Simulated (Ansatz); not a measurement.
```tsv
atom	x (Å)	y (Å)	z (Å)
C	-1.4304	0.8927	-0.9053
Si	0.1053	0.7958	-0.1713
C	0.7139	-0.7311	0.7388
H	-2.1196	0.0522	-0.8668
H	-1.7831	1.7715	-1.4305
H	0.9433	-0.5024	1.7810
H	1.6124	-1.1360	0.2698
H	-0.0794	-1.4830	0.7029
```

Geometry: PBE0-D4/def2-TZVP.

Level of theory: UKS PBE0-D4/def2-TZVPP in Ansatz.

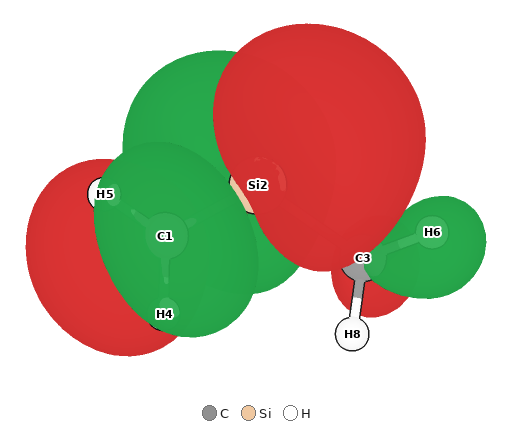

C2H5Si (doublet). The LUMO (α) at ±0.06 Å⁻³ᐟ² (green and red are the two phases), seen at a tilt.

Where does this orbital lie, and at what energy?

Answer. Its weight (Hirshfeld) is mainly on Si2 (about 55 %) and C1 (about 30 %); π-antibonding (π*) across Si2–C1. Its energy is −0.86 eV.
